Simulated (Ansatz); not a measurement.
# Selenium, omega (AlB2-type) under LDA: from relaxation to bulk modulus, part 2 of 2

The plan for selenium in the omega (AlB2-type) structure: relax it, solve it on a dense k-mesh, then scale the cell to 7 volumes from 88 to 112 % of the relaxed one and try a fit of the equation of state. Spin polarisation is left out. The k-meshes are 7×7×10 for the relaxation; 10×10×13 for the dense run; 9×9×11 for the volumes.

Ansatz 0.2.0; DFT, LDA (PW92), plane waves (420 eV) with PAW, scalar-relativistic. The steps go on from the part before.

### 5 Volume × 0.92

input.yaml reads:

```yaml
crystal:
  lattice:
    - [4.5263062967, 0.0, 0.0]
    - [-2.2631531484, 3.9198962383, 0.0]
    - [0.0, 0.0, 3.0200572391]
  atoms:
    - { symbol: Se, position: [1.0, 0.0, 0.0] }
    - { symbol: Se, position: [0.3333333333, 0.6666666667, 0.5] }
    - { symbol: Se, position: [0.6666666667, 0.3333333333, 0.5] }
hamiltonian:
  xc: lda
  pseudopotentials:
    kind: paw
    azcp:
      Se: "pseudopotentials/Se.paw.azcp"
basis:
  ecutwfc: 420
  fft_grid_basis: typed
kpoints:
  mp_grid: { grid: [9, 9, 11], shift: [0, 0, 0] }
magnetization:
  spin_polarized: false
scf:
  occupations: { method: fermi_dirac, width: 0.1 }
  lower_state_search: "off"
output:
  stress: true
```

Run with:

```
ansatz run input.yaml --threads 2 --pin off --max-ram 5120MiB --backend cpu --events-out ev --progress --plain --runs-dir out
```

Output, shortened:

```text
Warning: <dir> the record states the generating functional pbe (its physics header spells it `PBE`), which answers neither for hamiltonian.xc's functional nor for the lda family's — results may be inconsistent (PPs are generated against a specific XC)
Warning: RAYON_NUM_THREADS=2 ignored (pool sized by the plan → 2); use --threads N
[...]
Pseudopotentials: kind: paw
Pseudopotential: Se, paw, valence charge 16, recommended cutoff 420 eV (normal), <dir>
Functional definition: SPW92
[...]
Crystal: 3 atoms, lattice volume = 53.584 Å³
Basis set: ecut = 420 eV, 1013 PW (Γ)
Bands: 28, of which v1, the nominal top of the filled ones, is band 24 counted from 1 (23 counted from 0)
Symmetry: 24 space group operations
Space group: P6/mmm (ITA 191), of the structure as read, at distance tolerance 3.8e-5 Å
k-points: 72 of 891
[...]
SCF iter   1: F=—  HF=-16148.243340 eV  |F-HF|=—  |Δ(HF+E_count)|=         —  Δρ=5.30e-3  dr2=7.15e-3  ethr=1.77e-3  ⟨swp⟩=5.3  Hψ=7977  notcnv=0
[...]
SCF iter   7: F=-16148.240020 eV  HF=-16148.240020 eV  |F-HF|=2.14e-8  |Δ(HF+E_count)|=   2.06e-7  Δρ=6.01e-6  dr2=2.79e-8  ethr=2.08e-10  ⟨swp⟩=4.6  Hψ=7969  notcnv=0
[...]
SCF converged after 7 iterations
Free energy (F): -16148.240020 eV
[...]
E sigma→0 (E₀):  -16148.213869 eV
Entropy (-TS):   -0.052301 eV (-17.434 meV/atom)
Fermi energy:    13.373352 eV
[...]
--- Stress (GPa, compression-positive) ---
        9.074971       0.000000       0.000000
        0.000000       9.074971       0.000000
        0.000000       0.000000       7.729586
  P = ⅓ Tr σ = 8.6265 GPa (86.265 kbar)
```

Wall time 2.8 s (2 threads of AMD EPYC 7R43 (Zen 3), shared host); peak memory 0.39 GiB.

### 6 Volume × 0.96

Edit input.yaml of step 5 so:

```diff
@@ -2,5 +2,5 @@
   lattice:
-    - [4.5263062967, 0.0, 0.0]
-    - [-2.2631531484, 3.9198962383, 0.0]
-    - [0.0, 0.0, 3.0200572391]
+    - [4.5909765525, 0.0, 0.0]
+    - [-2.2954882763, 3.9759023227, 0.0]
+    - [0.0, 0.0, 3.0632067436]
   atoms:
```

Run with:

```
ansatz run input.yaml --threads 2 --pin off --max-ram 5120MiB --backend cpu --events-out ev --progress --plain --runs-dir out
```

Output, shortened:

```text
Warning: <dir> the record states the generating functional pbe (its physics header spells it `PBE`), which answers neither for hamiltonian.xc's functional nor for the lda family's — results may be inconsistent (PPs are generated against a specific XC)
Warning: RAYON_NUM_THREADS=2 ignored (pool sized by the plan → 2); use --threads N
[...]
[... 3 set-up lines as earlier in the session ...]
[...]
Crystal: 3 atoms, lattice volume = 55.914 Å³
Basis set: ecut = 420 eV, 1097 PW (Γ)
Bands: 28, of which v1, the nominal top of the filled ones, is band 24 counted from 1 (23 counted from 0)
[... 2 set-up lines as earlier in the session ...]
k-points: 72 of 891
[...]
SCF iter   1: F=—  HF=-16148.332247 eV  |F-HF|=—  |Δ(HF+E_count)|=         —  Δρ=5.00e-3  dr2=6.87e-3  ethr=1.77e-3  ⟨swp⟩=5.3  Hψ=7849  notcnv=0
[...]
SCF iter   6: F=-16148.329106 eV  HF=-16148.329106 eV  |F-HF|=1.01e-7  |Δ(HF+E_count)|=   6.62e-7  Δρ=8.88e-6  dr2=6.27e-8  ethr=2.08e-10  ⟨swp⟩=3.4  Hψ=9043  notcnv=0
[...]
SCF converged after 6 iterations
Free energy (F): -16148.329106 eV
[...]
E sigma→0 (E₀):  -16148.300752 eV
Entropy (-TS):   -0.056708 eV (-18.903 meV/atom)
Fermi energy:    12.524461 eV
[...]
--- Stress (GPa, compression-positive) ---
        3.821123      -0.000000       0.000000
       -0.000000       3.821123       0.000000
        0.000000       0.000000       3.776158
  P = ⅓ Tr σ = 3.8061 GPa (38.061 kbar)
```

It took 2.8 s on 2 threads of AMD EPYC 7R43 (Zen 3), shared host; peak memory 0.42 GiB.

### 7 Volume × 1.0

Edit input.yaml of step 6 so:

```diff
@@ -2,5 +2,5 @@
   lattice:
-    - [4.5909765525, 0.0, 0.0]
-    - [-2.2954882763, 3.9759023227, 0.0]
-    - [0.0, 0.0, 3.0632067436]
+    - [4.6538744582, 0.0, 0.0]
+    - [-2.3269372291, 4.0303735069, 0.0]
+    - [0.0, 0.0, 3.1051736948]
   atoms:
@@ -27 +27,5 @@
   stress: true
+  write_density: true
+  write_potential: true
+  elf: true
+  volumetric_format: npy
```

Run with:

```
ansatz run input.yaml --threads 2 --pin off --max-ram 5120MiB --backend cpu --events-out ev --progress --plain --runs-dir out
```

Output:

```text
Warning: <dir> the record states the generating functional pbe (its physics header spells it `PBE`), which answers neither for hamiltonian.xc's functional nor for the lda family's — results may be inconsistent (PPs are generated against a specific XC)
Warning: RAYON_NUM_THREADS=2 ignored (pool sized by the plan → 2); use --threads N
[... 6 set-up lines as earlier in the session ...]
Crystal: 3 atoms, lattice volume = 58.243 Å³
Basis set: ecut = 420 eV, 1133 PW (Γ)
Bands: 29, of which v1, the nominal top of the filled ones, is band 24 counted from 1 (23 counted from 0)
[... 2 set-up lines as earlier in the session ...]
k-points: 72 of 891
[... 7 set-up lines as earlier in the session ...]
SCF iter   1: F=—  HF=-16148.359496 eV  |F-HF|=—  |Δ(HF+E_count)|=         —  Δρ=5.21e-3  dr2=1.24e-2  ethr=1.77e-3  ⟨swp⟩=5.5  Hψ=8242  notcnv=0
preconditioner: auto → Kerker (q_TF=auto, 2.642 Å⁻¹)  [metal: Δε(μ)=0.076 eV  Ē_g=10.478 eV  σ=0.100 eV  W_gap=0.19  n_scr=20 (ndim 8)  ℏωp=20.6 eV  f_vac=0.000  D(μ)=1.81/eV (n_scr^D=8)]
SCF iter   2: F=—  HF=-16148.356418 eV  |F-HF|=—  |Δ(HF+E_count)|=   3.08e-3  Δρ=3.10e-3  dr2=5.27e-3  ethr=2.57e-5  ⟨swp⟩=1.0  Hψ=2665  notcnv=0
SCF iter   3: F=—  HF=-16148.355464 eV  |F-HF|=—  |Δ(HF+E_count)|=   9.54e-4  Δρ=5.28e-4  dr2=3.58e-4  ethr=1.10e-5  ⟨swp⟩=2.1  Hψ=2418  notcnv=0
SCF iter   4: F=—  HF=-16148.355377 eV  |F-HF|=—  |Δ(HF+E_count)|=   8.70e-5  Δρ=2.07e-4  dr2=2.32e-5  ethr=7.46e-7  ⟨swp⟩=2.2  Hψ=3095  notcnv=0
SCF iter   5: F=—  HF=-16148.355366 eV  |F-HF|=—  |Δ(HF+E_count)|=   1.04e-5  Δρ=7.85e-5  dr2=6.07e-6  ethr=4.84e-8  ⟨swp⟩=2.0  Hψ=3780  notcnv=0
SCF iter   6: F=—  HF=-16148.355365 eV  |F-HF|=—  |Δ(HF+E_count)|=   1.52e-6  Δρ=2.77e-5  dr2=4.47e-7  ethr=1.26e-8  ⟨swp⟩=2.9  Hψ=3896  notcnv=0
SCF iter   7: F=-16148.355364 eV  HF=-16148.355365 eV  |F-HF|=3.55e-8  |Δ(HF+E_count)|=   1.86e-7  Δρ=4.15e-6  dr2=1.23e-8  ethr=2.08e-10  ⟨swp⟩=9.0  Hψ=15312  notcnv=0
SCF 1 converged in 7 iterations: F = -16148.355364 eV  dr2 = 1.23e-8
  Residual-converged pass: ⟨swp⟩=1.0  Hψ=2376  notcnv=0  max |occ|·‖R‖ = 7.1e-9 eV (tolerance 1.0e-8 eV)  dr2=1.23e-8  dr2_onsite=3.43e-8  max |Δocc| = 2.0e-11
SCF converged after 7 iterations
Free energy (F): -16148.355364 eV
Harris-Foulkes:  -16148.355365 eV  (|F-HF|=3.55e-8)
Internal energy: -16148.294116 eV  (E = F + TS)
E sigma→0 (E₀):  -16148.324740 eV
Entropy (-TS):   -0.061249 eV (-20.416 meV/atom)
Fermi energy:    11.738740 eV
--- Per-component energies (eV) ---
  E_band       = -1015.860303
  E_kinetic    = 354.560779
  E_local      = -6117.803893  (includes V_loc(G=0)·N_el)
  E_nonlocal   = -1762.173188
  E_hartree    = 3085.149875
  E_xc         = -310.499828
  E_vxc        = -294.990664  (∫ρ·V_xc dr)
  E_paw        = -5483.766321  (= ΣΔE_a)
  E_vpaw       = 634.250711  (= ΣTr[D̂ρ^β])
  E_aug_tail   = -0.001812  (compensation charges beyond the density's cutoff)
  E_ewald      = -5920.411813
  E_core_change = 6.652087  (= ΣΔE_core)
  E_smearing   = -0.061249  (= −TS)
  E_closure    = 0.000000  (closes the sum)
  Σ components = -16148.355364   (vs F -16148.355364, Δ=0.00e0)
--- Stress (GPa, compression-positive) ---
       -0.382313       0.000000       0.000000
        0.000000      -0.382313       0.000000
        0.000000       0.000000       0.609951
  P = ⅓ Tr σ = -0.0516 GPa (-0.516 kbar)
--- Band table (eV; the first three rows and the last of 72) ---
  k-point 0: bands = ["-37.1590", "-37.1590", "-37.1436", "-37.1436", "-37.0761", "-37.0761", "-37.0682", "-37.0682", "-37.0606", "-37.0431", "-36.5457", "-36.5369", "-36.5369", "-36.5230", "-36.5230", "-5.0187", "-0.2108", "0.1038", "6.2697", "6.2697", "7.1197", "7.1197", "10.1768", "14.1083", "14.2523", "15.2637", "15.2637", "16.6120", "22.7860"]
  k-point 1: bands = ["-37.1590", "-37.1590", "-37.1436", "-37.1436", "-37.0763", "-37.0763", "-37.0684", "-37.0684", "-37.0600", "-37.0425", "-36.5451", "-36.5371", "-36.5371", "-36.5230", "-36.5230", "-4.9213", "-0.1982", "0.1769", "6.3450", "6.3450", "7.2335", "7.2335", "9.4976", "13.5582", "13.6081", "15.0548", "15.0548", "17.6195", "21.7934"]
  k-point 2: bands = ["-37.1589", "-37.1589", "-37.1435", "-37.1435", "-37.0767", "-37.0767", "-37.0687", "-37.0687", "-37.0584", "-37.0408", "-36.5433", "-36.5376", "-36.5376", "-36.5230", "-36.5230", "-4.6360", "-0.1937", "0.3845", "6.5583", "6.5583", "7.5721", "7.5721", "8.2262", "12.1846", "12.3265", "14.4309", "14.4309", "19.7823", "19.7823"]
  k-point 71: bands = ["-37.1677", "-37.1520", "-37.1520", "-37.1345", "-37.0790", "-37.0741", "-37.0741", "-37.0691", "-37.0433", "-37.0433", "-36.5390", "-36.5390", "-36.5377", "-36.5228", "-36.5228", "-1.4287", "-1.4287", "-0.6110", "4.6472", "6.0152", "6.0152", "10.0062", "10.2498", "10.2498", "11.9045", "11.9045", "14.9427", "17.2452", "21.7155"]
```

It took 4.5 s on 2 threads of AMD EPYC 7R43 (Zen 3), shared host; peak memory 0.43 GiB.

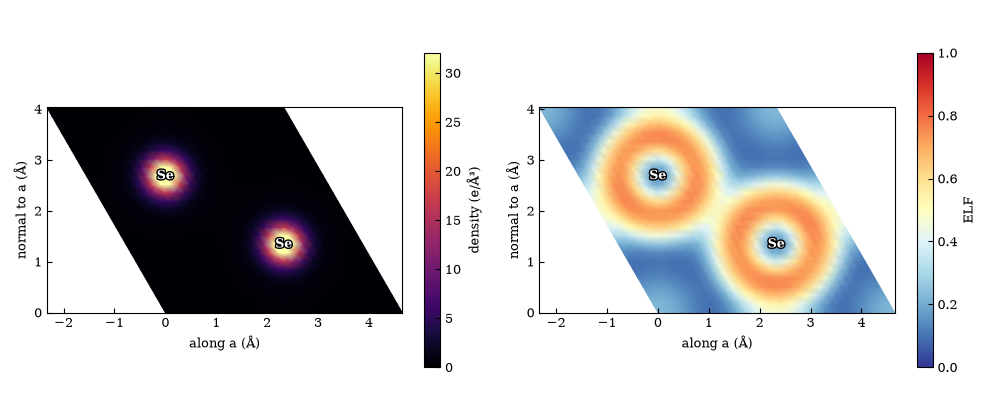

Density (left) and ELF (right) in a lattice plane of the grid's cell (edges 4.65 and 4.65 Å, at 0.500 of the third edge), which holds Se. Only atoms in the plane are labelled; the density scale stops at 32.06 e/Å³. Both are smooth fields of the valence electrons: close to the nuclei they are not physical.

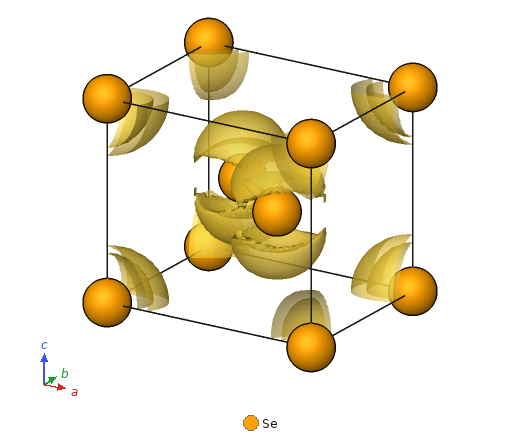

Surface of ELF = 0.77, drawn in one cell.

Maxima of ELF outside the ion cores: 0.83 in the shell around Se, 0.8 Å from Se.

### 8 Volume × 1.04

Edit input.yaml of step 7 so:

```diff
@@ -2,5 +2,5 @@
   lattice:
-    - [4.6538744582, 0.0, 0.0]
-    - [-2.3269372291, 4.0303735069, 0.0]
-    - [0.0, 0.0, 3.1051736948]
+    - [4.7151166716, 0.0, 0.0]
+    - [-2.3575583358, 4.0834108194, 0.0]
+    - [0.0, 0.0, 3.1460359294]
   atoms:
@@ -27,5 +27 @@
   stress: true
-  write_density: true
-  write_potential: true
-  elf: true
-  volumetric_format: npy
```

Run with:

```
ansatz run input.yaml --threads 2 --pin off --max-ram 5120MiB --backend cpu --events-out ev --progress --plain --runs-dir out
```

Output, shortened:

```text
Warning: <dir> the record states the generating functional pbe (its physics header spells it `PBE`), which answers neither for hamiltonian.xc's functional nor for the lda family's — results may be inconsistent (PPs are generated against a specific XC)
Warning: RAYON_NUM_THREADS=2 ignored (pool sized by the plan → 2); use --threads N
[...]
[... 3 set-up lines as earlier in the session ...]
[...]
Crystal: 3 atoms, lattice volume = 60.573 Å³
Basis set: ecut = 420 eV, 1217 PW (Γ)
Bands: 28, of which v1, the nominal top of the filled ones, is band 24 counted from 1 (23 counted from 0)
[... 2 set-up lines as earlier in the session ...]
k-points: 72 of 891
[...]
SCF iter   1: F=—  HF=-16148.336684 eV  |F-HF|=—  |Δ(HF+E_count)|=         —  Δρ=5.55e-3  dr2=2.06e-2  ethr=1.77e-3  ⟨swp⟩=5.2  Hψ=7729  notcnv=0
[...]
SCF iter   7: F=-16148.331337 eV  HF=-16148.331337 eV  |F-HF|=7.52e-8  |Δ(HF+E_count)|=   2.50e-7  Δρ=6.19e-6  dr2=3.49e-8  ethr=2.08e-10  ⟨swp⟩=4.7  Hψ=7952  notcnv=0
[...]
SCF converged after 7 iterations
Free energy (F): -16148.331337 eV
[...]
E sigma→0 (E₀):  -16148.298452 eV
Entropy (-TS):   -0.065771 eV (-21.924 meV/atom)
Fermi energy:    11.010373 eV
[...]
--- Stress (GPa, compression-positive) ---
       -3.745711      -0.000000       0.000000
       -0.000000      -3.745711       0.000000
        0.000000       0.000000      -1.928594
  P = ⅓ Tr σ = -3.1400 GPa (-31.400 kbar)
```

Wall time 3.1 s (2 threads of AMD EPYC 7R43 (Zen 3), shared host); peak memory 0.42 GiB.

### 9 Volume × 1.08

Edit input.yaml of step 8 so:

```diff
@@ -2,5 +2,5 @@
   lattice:
-    - [4.7151166716, 0.0, 0.0]
-    - [-2.3575583358, 4.0834108194, 0.0]
-    - [0.0, 0.0, 3.1460359294]
+    - [4.7748080295, 0.0, 0.0]
+    - [-2.3874040147, 4.1351050517, 0.0]
+    - [0.0, 0.0, 3.1858633971]
   atoms:
```

Run with:

```
ansatz run input.yaml --threads 2 --pin off --max-ram 5120MiB --backend cpu --events-out ev --progress --plain --runs-dir out
```

Output, shortened:

```text
Warning: <dir> the record states the generating functional pbe (its physics header spells it `PBE`), which answers neither for hamiltonian.xc's functional nor for the lda family's — results may be inconsistent (PPs are generated against a specific XC)
Warning: RAYON_NUM_THREADS=2 ignored (pool sized by the plan → 2); use --threads N
[...]
[... 3 set-up lines as earlier in the session ...]
[...]
Crystal: 3 atoms, lattice volume = 62.903 Å³
Basis set: ecut = 420 eV, 1217 PW (Γ)
Bands: 28, of which v1, the nominal top of the filled ones, is band 24 counted from 1 (23 counted from 0)
[... 2 set-up lines as earlier in the session ...]
k-points: 72 of 891
[...]
SCF iter   1: F=—  HF=-16148.273735 eV  |F-HF|=—  |Δ(HF+E_count)|=         —  Δρ=5.95e-3  dr2=2.91e-2  ethr=1.77e-3  ⟨swp⟩=5.3  Hψ=7648  notcnv=0
[...]
SCF iter   7: F=-16148.267049 eV  HF=-16148.267049 eV  |F-HF|=8.48e-8  |Δ(HF+E_count)|=   2.29e-7  Δρ=6.95e-6  dr2=5.27e-8  ethr=2.08e-10  ⟨swp⟩=4.5  Hψ=7645  notcnv=0
[...]
SCF converged after 7 iterations
Free energy (F): -16148.267049 eV
[...]
E sigma→0 (E₀):  -16148.231945 eV
Entropy (-TS):   -0.070207 eV (-23.402 meV/atom)
Fermi energy:    10.334310 eV
[...]
--- Stress (GPa, compression-positive) ---
       -6.435581       0.000000       0.000000
        0.000000      -6.435581       0.000000
        0.000000       0.000000      -3.960125
  P = ⅓ Tr σ = -5.6104 GPa (-56.104 kbar)
```

It took 3 s on 2 threads of AMD EPYC 7R43 (Zen 3), shared host; peak memory 0.43 GiB.

### 10 Volume × 1.12

Edit input.yaml of step 9 so:

```diff
@@ -2,5 +2,5 @@
   lattice:
-    - [4.7748080295, 0.0, 0.0]
-    - [-2.3874040147, 4.1351050517, 0.0]
-    - [0.0, 0.0, 3.1858633971]
+    - [4.833043135, 0.0, 0.0]
+    - [-2.4165215675, 4.1855381325, 0.0]
+    - [0.0, 0.0, 3.2247192191]
   atoms:
```

Run with:

```
ansatz run input.yaml --threads 2 --pin off --max-ram 5120MiB --backend cpu --events-out ev --progress --plain --runs-dir out
```

Output, shortened:

```text
Warning: <dir> the record states the generating functional pbe (its physics header spells it `PBE`), which answers neither for hamiltonian.xc's functional nor for the lda family's — results may be inconsistent (PPs are generated against a specific XC)
Warning: RAYON_NUM_THREADS=2 ignored (pool sized by the plan → 2); use --threads N
[...]
[... 3 set-up lines as earlier in the session ...]
[...]
Crystal: 3 atoms, lattice volume = 65.232 Å³
Basis set: ecut = 420 eV, 1247 PW (Γ)
Bands: 28, of which v1, the nominal top of the filled ones, is band 24 counted from 1 (23 counted from 0)
[... 2 set-up lines as earlier in the session ...]
k-points: 72 of 891
[...]
SCF iter   1: F=—  HF=-16148.178208 eV  |F-HF|=—  |Δ(HF+E_count)|=         —  Δρ=6.23e-3  dr2=3.59e-2  ethr=1.77e-3  ⟨swp⟩=5.4  Hψ=7640  notcnv=0
[...]
SCF iter   7: F=-16148.170591 eV  HF=-16148.170591 eV  |F-HF|=8.28e-8  |Δ(HF+E_count)|=   1.51e-7  Δρ=6.69e-6  dr2=5.25e-8  ethr=2.08e-10  ⟨swp⟩=4.4  Hψ=7628  notcnv=0
[...]
SCF converged after 7 iterations
Free energy (F): -16148.170591 eV
[...]
E sigma→0 (E₀):  -16148.133334 eV
Entropy (-TS):   -0.074514 eV (-24.838 meV/atom)
Fermi energy:    9.705690 eV
[...]
--- Stress (GPa, compression-positive) ---
       -8.583310       0.000000       0.000000
       -0.000000      -8.583310      -0.000000
        0.000000      -0.000000      -5.579736
  P = ⅓ Tr σ = -7.5821 GPa (-75.821 kbar)
```

Run time: 3.3 s. Hardware: 2 threads of AMD EPYC 7R43 (Zen 3), shared host; peak memory 0.43 GiB.

### 11 Fitting the volumes

All volumes keep the relaxed shape and fractional coordinates.

| V (Å³/atom) | E − E₀ (meV/atom) | P from the stress (GPa) | P from the fit (GPa) |
| --- | --- | --- | --- |
| 17.085 | 92.2 | 14.65 | 14.54 |
| 17.861 | 37.0 | 8.63 | 8.48 |
| 18.638 | 8.0 | 3.81 | 3.65 |
| 19.414 | 0.0 | -0.05 | -0.21 |
| 20.191 | 8.8 | -3.14 | -3.29 |
| 20.968 | 31.0 | -5.61 | -5.76 |
| 21.744 | 63.8 | -7.58 | -7.74 |

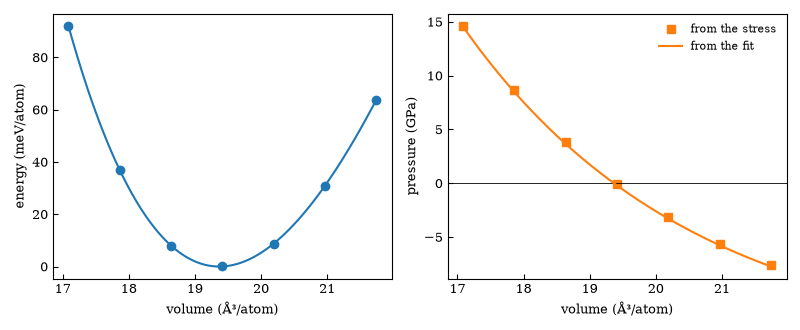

Energy and pressure against volume; the lines are the Birch-Murnaghan fit.

Fit (Birch-Murnaghan, third order): V₀ = 19.368 Å³/atom, B₀ = 87 GPa, B₀′ = 4.6, largest residual 0.01 meV/atom.

Fit and stress differ a little: one follows E(σ → 0), the other the smeared free energy.

### 12 Summary of results

What follows sums up all 2 parts.

| quantity | value |
| --- | --- |
| space group (spins left aside) | P6/mmm (No. 191) |
| conventional cell | a = 4.654 Å, c = 3.105 Å (c/a = 0.667) |
| volume | 19.414 Å³/atom |
| shortest distance | 2.687 Å |
| gap on the mesh | none (levels filled in part) |
| relative to trigonal (grey) selenium | +486 meV/atom |
| V₀, B₀, B₀′ | 19.368 Å³/atom, 87 GPa, 4.6 |

What this shows: The relaxation shrank the cell by 11.0 % in volume. It lies 486 meV/atom above the element's reference form at the same level (trigonal (grey) selenium, from a run of its own), so it is far from stable. No gap shows: it is a metal or semimetal at this level. B₀ comes out at 87 GPa; letting shape and positions relax at each volume could only lower it. Relaxation kept the symmetry; phonons were not checked.
